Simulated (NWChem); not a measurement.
**C2H4FNSi (SMILES C[SiH](F)C#N) at 4 levels**

We compute a comparison of 4 runs (HF/def2-SVP, BP86/def2-SVP, CAM-B3LYP/def2-SVP, PBE0/def2-SVP) of C2H4FNSi. 

The results are computed with NWChem 7.3.0.

### Step 1. The system as given

The species is C2H4FNSi (9 atoms), meant as a singlet with charge 0. As SMILES, `C[SiH](F)C#N`. Geometry: relaxed at PBE0-D4/def2-TZVP.

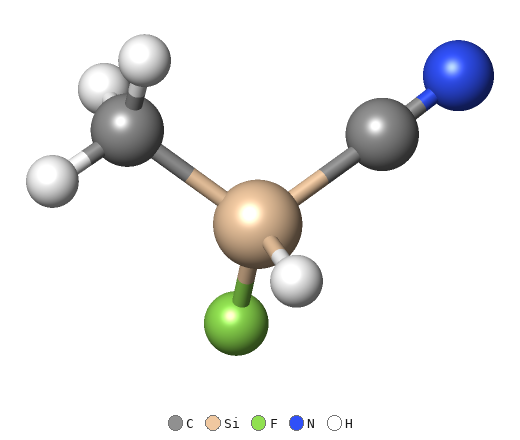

Viewed from a chosen angle; carbon grey, silicon light orange, fluorine green, nitrogen blue, hydrogen white.

### Step 2. Energy and forces at HF/def2-SVP (run 1)

run.py reads:

```python
from ase import Atoms
from ase.calculators.nwchem import NWChem

atoms = Atoms('CSiFCNHHHH', positions=[
    [-0.717500, -1.017000, -0.140800],
    [0.644100, 0.121300, 0.350100],
    [2.026300, -0.332000, -0.296700],
    [0.289000, 1.816200, -0.310900],
    [0.023600, 2.863900, -0.708600],
    [-0.524900, -2.026700, 0.229000],
    [-1.665300, -0.671400, 0.279800],
    [-0.817900, -1.055800, -1.227400],
    [0.831200, 0.255200, 1.808400],
])

calc = NWChem(
    label='test',
    theory='scf',
    memory='2200 mb',
    basis='def2-SVP',
    basispar='spherical bse',
    scf={'nopen': '0', 'rhf': None, 'thresh': '1e-08', 'maxiter': '80'},
)
atoms.calc = calc

forces = atoms.get_forces()
e = atoms.get_potential_energy()
print(f"E = {e:.6f} eV")
print("forces (eV/A):")
for s, f in zip(atoms.symbols, forces):
    print(f"{s:2s} {f[0]:10.5f} {f[1]:10.5f} {f[2]:10.5f}")
print("dipole (e A):", atoms.get_dipole_moment().round(4))
```

Launch:

```
$ export ASE_NWCHEM_COMMAND="nwchem PREFIX.nwi > PREFIX.nwo"
$ python run.py
```

What it wrote:

```text
E = -14168.636702 eV
forces (eV/A):
C    -0.17833   -0.16260   -0.05610
Si   -0.16321   -0.04175    0.67178
F     0.43642   -0.14568   -0.21788
C    -0.59650    2.47289   -0.96067
N     0.52641   -2.03770    0.77138
H    -0.02448    0.00540   -0.02720
H     0.00946   -0.02664   -0.01496
H    -0.00489   -0.02335    0.01692
H    -0.00499   -0.04052   -0.18332
dipole (e A): [-0.2588 -0.6811  0.3198]
```

The calculator wrote test.nwi:

```
title "test"

permanent_dir test

scratch_dir test

start test

geometry units angstrom nocenter noautosym noautoz
  C  -7.1750000000000003e-01 -1.0169999999999999e+00 -1.4080000000000001e-01
  Si 6.4410000000000001e-01 1.2130000000000001e-01 3.5010000000000002e-01
  F  2.0263000000000000e+00 -3.3200000000000002e-01 -2.9670000000000002e-01
  C  2.8899999999999998e-01 1.8162000000000000e+00 -3.1090000000000001e-01
  N  2.3599999999999999e-02 2.8639000000000001e+00 -7.0860000000000001e-01
  H  -5.2490000000000003e-01 -2.0266999999999999e+00 2.2900000000000001e-01
  H  -1.6653000000000000e+00 -6.7140000000000000e-01 2.7979999999999999e-01
  H  -8.1789999999999996e-01 -1.0558000000000001e+00 -1.2274000000000000e+00
  H  8.3120000000000005e-01 2.5519999999999998e-01 1.8084000000000000e+00
end

memory 2200 mb

basis spherical bse noprint
   * library def2-SVP
end

scf
  nopen 0
  rhf
  thresh 1e-08
  maxiter 80
end

task scf gradient
```

test.nwo:

```text
Northwest Computational Chemistry Package (NWChem) 7.3.0
             --------------------------------------------------------

           Job information
           ---------------

    nwchem branch   = 7.3.0
    use scalapack   = T
    input           = test.nwi
    prefix          = test.
    data base       = test/test.db
    status          = startup
    nproc           =        1

           Memory information
           ------------------

    heap     =     72089596 doubles =      550.0 Mbytes
    stack    =     72089601 doubles =      550.0 Mbytes
    global   =    144179200 doubles =     1100.0 Mbytes (distinct from heap & stack)
    total    =    288358397 doubles =     2200.0 Mbytes
    verify   = yes
    hardfail = no

           Directory information
           ---------------------

  0 permanent = test
  0 scratch   = test

                                NWChem Input Module
                                -------------------

                                       test
                                       ----

[... 127 lines left out ...]
 Convergence threshold     :          1.000E-08
[... 13 lines left out ...]
       Final RHF  results
[... 3 lines left out ...]
      One-electron energy =  -1129.171623284353
[... 1 line left out ...]
 Nuclear repulsion energy =    206.800645518772
[... 41 lines left out ...]
                       ROHF Final Molecular Orbital Analysis
[... 225 lines left out ...]
     1   1 0 0     -0.489025      0.000000     42.842734
[... 8 lines of this table left out ...]
     2   0 0 2    -27.110964      0.000000     41.529717

                              NWChem Gradients Module
                              -----------------------

                                       test

  wavefunction    =   RHF

                         RHF ENERGY GRADIENTS

    atom               coordinates                        gradient
                 x          y          z           x          y          z
   1 C      -1.355878  -1.921851  -0.266073    0.003468   0.003162   0.001091
   2 Si      1.217173   0.229224   0.661593    0.003174   0.000812  -0.013064
   3 F       3.829152  -0.627389  -0.560682   -0.008487   0.002833   0.004237
[... 5 lines of this table left out ...]
   9 H       1.570740   0.482258   3.417380    0.000097   0.000788   0.003565

                 ----------------------------------------
                 |  Time  |  1-e(secs)   |  2-e(secs)   |
                 ----------------------------------------
                 |  CPU   |       0.01   |       3.32   |
                 ----------------------------------------
                 |  WALL  |       0.01   |       3.32   |
                 ----------------------------------------

 Task  times  cpu:       14.3s     wall:       14.3s
 Total times  cpu:       14.3s     wall:       14.3s
```

It took 16 s on 1 thread of AMD EPYC 7R13 (Zen 3), shared host; peak memory 0.1 GiB.

### Step 3. Energy and gradient at BP86/def2-SVP (run 2)

work.nw reads:

```
echo
START work
memory stack 880 mb heap 220 mb global 1100 mb

GEOMETRY noautosym nocenter noautoz
  C       -0.717500      -1.017000      -0.140800
  Si       0.644100       0.121300       0.350100
  F        2.026300      -0.332000      -0.296700
  C        0.289000       1.816200      -0.310900
  N        0.023600       2.863900      -0.708600
  H       -0.524900      -2.026700       0.229000
  H       -1.665300      -0.671400       0.279800
  H       -0.817900      -1.055800      -1.227400
  H        0.831200       0.255200       1.808400
END

BASIS "ao basis" spherical bse
  * library def2-SVP
END

DFT
  xc becke88 perdew86
  grid fine
  convergence energy 1e-08
  iterations 100
  mulliken
END

TASK dft gradient
```

Launch:

```
$ nwchem work.nw > work.out
```

What it wrote:

```text
[...]
          Wavefunction type:  closed shell.
          No. of atoms     :     9
          No. of electrons :    46
[...]
          Charge           :     0
          Spin multiplicity:     1
[...]
          AO basis - number of functions:    94
[...]
              XC Information
              --------------
                    Becke 1988 Exchange Functional  1.000
                Perdew 1981 Correlation Functional  1.000 local
                Perdew 1986 Correlation Functional  1.000 non-local
[...]
 d= 0,ls=0.0,diis     1   -522.3999515842 -7.29D+02  2.14D-02  9.04D-01     1.7
[...]
 d= 0,ls=0.0,diis    12   -522.5131110344 -7.34D-10  1.83D-07  5.33D-10    15.6
         Total DFT energy =     -522.513111034407
      One electron energy =    -1129.912435509670
           Coulomb energy =      451.222631912266
    Exchange-Corr. energy =      -50.623952955775
 Nuclear repulsion energy =      206.800645518772
[...]
      Total Density - Mulliken Population Analysis
     ---------------------------------------------
    Atom       Charge   Shell Charges
 -----------   ------   -------------------------------------------------------
    1 C    6     6.30   1.98  0.90  0.24  2.16  1.01  0.01
    2 Si  14    13.34   2.00  1.98  1.05  0.12  5.92  1.27  0.64  0.38
    3 F    9     9.27   1.99  1.13  0.78  3.35  2.01  0.01
    4 C    6     6.27   1.99  0.97  0.36  2.02  0.90  0.03
    5 N    7     7.00   1.99  1.10  0.57  2.22  1.10  0.03
    6 H    1     0.92   0.72  0.17  0.03
    7 H    1     0.91   0.72  0.17  0.03
    8 H    1     0.91   0.72  0.16  0.02
    9 H    1     1.07   0.75  0.32  0.01
[...]
  wavefunction    = closed shell
                         DFT ENERGY GRADIENTS
    atom               coordinates                        gradient
                 x          y          z           x          y          z
   1 C      -1.355878  -1.921851  -0.266073   -0.002120  -0.001960  -0.001070
   2 Si      1.217173   0.229224   0.661593    0.019576  -0.008304  -0.010676
   3 F       3.829152  -0.627389  -0.560682   -0.028044   0.009514   0.012800
   4 C       0.546131   3.432120  -0.587516   -0.009954   0.041529  -0.016222
   5 N       0.044598   5.411986  -1.339060    0.011876  -0.048261   0.018510
   6 H      -0.991917  -3.829908   0.432747   -0.001693   0.010510  -0.003716
   7 H      -3.146961  -1.268762   0.528745    0.009919  -0.003161  -0.004196
   8 H      -1.545607  -1.995173  -2.319450    0.001142   0.000545   0.011184
   9 H       1.570740   0.482258   3.417380   -0.000702  -0.000411  -0.006614
[...]
```

It took 21 s on 1 thread of AMD EPYC 7R13 (Zen 3), shared host; peak memory 0.12 GiB.

Run 3 isn't shown in full; the table further down has it.

### Step 4. Energy and gradient at PBE0/def2-SVP (run 4)

c2h4fnsi.xyz reads:

```xyz
9

C     -0.717500    -1.017000    -0.140800
Si     0.644100     0.121300     0.350100
F      2.026300    -0.332000    -0.296700
C      0.289000     1.816200    -0.310900
N      0.023600     2.863900    -0.708600
H     -0.524900    -2.026700     0.229000
H     -1.665300    -0.671400     0.279800
H     -0.817900    -1.055800    -1.227400
H      0.831200     0.255200     1.808400
```

run.py reads:

```python
from ase.io import read
from ase.calculators.nwchem import NWChem

molecule = read('c2h4fnsi.xyz')

calc = NWChem(
    label='c2h4fnsi',
    theory='dft',
    memory='2200 mb',
    basis='def2-SVP',
    basispar='spherical bse',
    dft={'xc': 'pbe0', 'mult': '1', 'grid': 'fine', 'convergence': 'energy 1e-08', 'iterations': '100', 'mulliken': None},
)
molecule.calc = calc

forces = molecule.get_forces()
e = molecule.get_potential_energy()
print(f"E = {e:.6f} eV")
print("forces (eV/A):")
for s, f in zip(molecule.symbols, forces):
    print(f"{s:2s} {f[0]:10.5f} {f[1]:10.5f} {f[2]:10.5f}")
print("dipole (e A):", molecule.get_dipole_moment().round(4))
```

Launch:

```
$ export ASE_NWCHEM_COMMAND="nwchem PREFIX.nwi > PREFIX.nwo"
$ python run.py
```

What it wrote:

```text
E = -14207.522592 eV
forces (eV/A):
C     0.09292    0.08469    0.04093
Si   -0.77334    0.24878    0.42598
F     0.94339   -0.31753   -0.44208
C     0.16969   -0.74680    0.28570
N    -0.22111    0.92945   -0.35893
H     0.04494   -0.27069    0.09349
H    -0.25310    0.08186    0.10881
H    -0.02417   -0.01414   -0.29218
H     0.02083    0.00432    0.13833
dipole (e A): [-0.2392 -0.663   0.2759]
```

The calculator wrote c2h4fnsi.nwi:

```
title "c2h4fnsi"

permanent_dir c2h4fnsi

scratch_dir c2h4fnsi

start c2h4fnsi

geometry units angstrom nocenter noautosym noautoz
  C  -7.1750000000000003e-01 -1.0169999999999999e+00 -1.4080000000000001e-01
  Si 6.4410000000000001e-01 1.2130000000000001e-01 3.5010000000000002e-01
  F  2.0263000000000000e+00 -3.3200000000000002e-01 -2.9670000000000002e-01
  C  2.8899999999999998e-01 1.8162000000000000e+00 -3.1090000000000001e-01
  N  2.3599999999999999e-02 2.8639000000000001e+00 -7.0860000000000001e-01
  H  -5.2490000000000003e-01 -2.0266999999999999e+00 2.2900000000000001e-01
  H  -1.6653000000000000e+00 -6.7140000000000000e-01 2.7979999999999999e-01
  H  -8.1789999999999996e-01 -1.0558000000000001e+00 -1.2274000000000000e+00
  H  8.3120000000000005e-01 2.5519999999999998e-01 1.8084000000000000e+00
end

memory 2200 mb

basis spherical bse noprint
   * library def2-SVP
end

dft
  xc pbe0
  mult 1
  grid fine
  convergence energy 1e-08
  iterations 100
  mulliken
end

task dft gradient
```

c2h4fnsi.nwo:

```text
Northwest Computational Chemistry Package (NWChem) 7.3.0
             --------------------------------------------------------

           Job information
           ---------------

    nwchem branch   = 7.3.0
    use scalapack   = T
    input           = c2h4fnsi.nwi
    prefix          = c2h4fnsi.
    data base       = c2h4fnsi/c2h4fnsi.db
    status          = startup
    nproc           =        1

           Memory information
           ------------------

    heap     =     72089596 doubles =      550.0 Mbytes
    stack    =     72089601 doubles =      550.0 Mbytes
    global   =    144179200 doubles =     1100.0 Mbytes (distinct from heap & stack)
    total    =    288358397 doubles =     2200.0 Mbytes
    verify   = yes
    hardfail = no

           Directory information
           ---------------------

  0 permanent = c2h4fnsi
  0 scratch   = c2h4fnsi

                                NWChem Input Module
                                -------------------

                                     c2h4fnsi
                                     --------

[... 98 lines left out ...]
  convergence criterion.
[... 17 lines left out ...]
          Convergence on gradient requested:  5.00D-04
[... 27 lines left out ...]
          Convergence aids based upon iterative change in
[... 28 lines left out ...]
 1-e energy   =   -1126.767561
[... 42 lines left out ...]
         Total DFT energy =     -522.116829289870
[... 2 lines left out ...]
    Exchange-Corr. energy =      -50.241809832086
[... 730 lines left out ...]
          Convergence on energy requested:  1.00D-08
[... 25 lines left out ...]
          Spatial weights used:  Erf1
[... 4 lines left out ...]
          total energy or number of iterations.
[... 18 lines left out ...]
                            NWChem DFT Gradient Module
                            --------------------------

                                     c2h4fnsi

  charge          =   0.00
  wavefunction    = closed shell

                         DFT ENERGY GRADIENTS

    atom               coordinates                        gradient
                 x          y          z           x          y          z
   1 C      -1.355878  -1.921851  -0.266073   -0.001807  -0.001647  -0.000796
   2 Si      1.217173   0.229224   0.661593    0.015039  -0.004838  -0.008284
   3 F       3.829152  -0.627389  -0.560682   -0.018346   0.006175   0.008597
[... 5 lines of this table left out ...]
   9 H       1.570740   0.482258   3.417380   -0.000405  -0.000084  -0.002690

                 ----------------------------------------
                 |  Time  |  1-e(secs)   |  2-e(secs)   |
                 ----------------------------------------
                 |  CPU   |       0.01   |       3.09   |
                 ----------------------------------------
                 |  WALL  |       0.01   |       3.09   |
                 ----------------------------------------

 Task  times  cpu:       18.9s     wall:       18.9s
 Total times  cpu:       19.0s     wall:       19.0s
```

Run time: 20 s. Hardware: 1 thread of AMD EPYC 7R13 (Zen 3), shared host; peak memory 0.12 GiB.

### Step 5. The series

| run | level | iteration cap | module | energy (Eh) | dipole moment (D) | HOMO energy (eV) | LUMO energy (eV) | wall time |
| --- | --- | --- | --- | --- | --- | --- | --- | --- |
| 1 | HF/def2-SVP | 80 | scf | -520.687799 | 3.82 | -12.94 | 3.02 | 16 s |
| 2 | BP86/def2-SVP | 100 | dft | -522.513111 | 3.54 | -8.30 | -1.77 | 21 s |
| 3 | CAM-B3LYP/def2-SVP | 100 | dft | -522.407462 | 3.60 | -10.99 | 0.49 | 49 s |
| 4 | PBE0/def2-SVP | 100 | dft | -522.116829 | 3.64 | -9.64 | -0.74 | 20 s |

### Step 6. Summary of results

```
                       quantity          value
            run 4: total energy  -522.11683 Eh
           run 4: dipole moment         3.64 D
             run 4: HOMO energy       -9.64 eV
             run 4: LUMO energy       -0.74 eV
           run 4: HOMO–LUMO gap        8.90 eV
run 4: largest force on an atom     1.089 eV/Å
```

**Reading.** The dipole moment (its size) runs from 3.54 D (BP86/def2-SVP) to 3.82 D (HF/def2-SVP). The HOMO–LUMO gap runs from 6.53 eV (BP86/def2-SVP) to 15.95 eV (HF/def2-SVP). Exact exchange widens orbital gaps. Totals of different functionals can't be ranked against each other. All runs together took 1.8 min, the longest 49 s.
